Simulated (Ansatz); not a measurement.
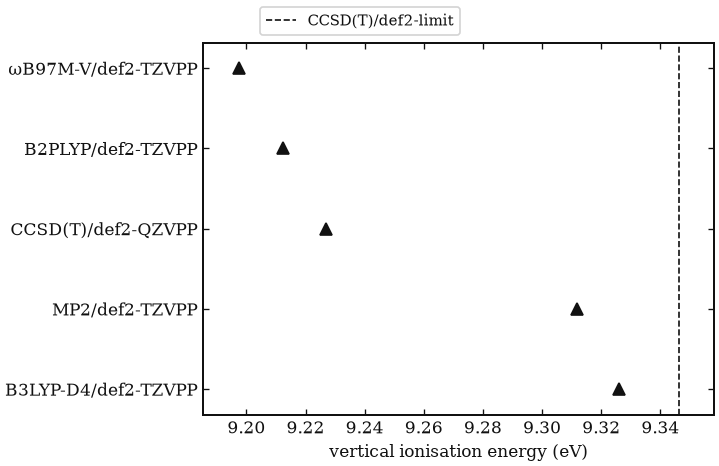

Vertical ionisation energy of LiHO, SMILES [Li][OH], singlet, taken as the energy of the cation less that of the neutral at fixed geometry (unrestricted doublet cation, cores frozen in correlated methods, no spin-orbit coupling), the Ansatz code 0.2.0, at a PBE0-D4/def2-TZVP geometry (a minimum by its frequencies). Limit means an estimate of the basis limit from triple and quadruple zeta; for coupled cluster it is either extrapolated directly or built as the MP2 limit plus the step from MP2 in triple zeta. B2PLYP/def2-TZVPP holds a correlation term that converges slowly with the basis, so part of the distance to the limit is basis error. The distance of CCSD(T)/def2-QZVPP and MP2/def2-TZVPP to the limit includes basis error.

Question: Which level comes closest to the line (CCSD(T)/def2-limit), and which misses most?

Answer: Closest B3LYP-D4/def2-TZVPP (9.33 eV), against 9.35 eV; farthest ωB97M-V/def2-TZVPP (9.20 eV).

Question: What range do the values span, the line included?

Answer: From 9.20 eV (ωB97M-V/def2-TZVPP) to 9.35 eV (CCSD(T)/def2-limit).

Caveats, for all or some of the runs: outer-core shells are correlated without core-valence functions, which makes the correlated values less sure.
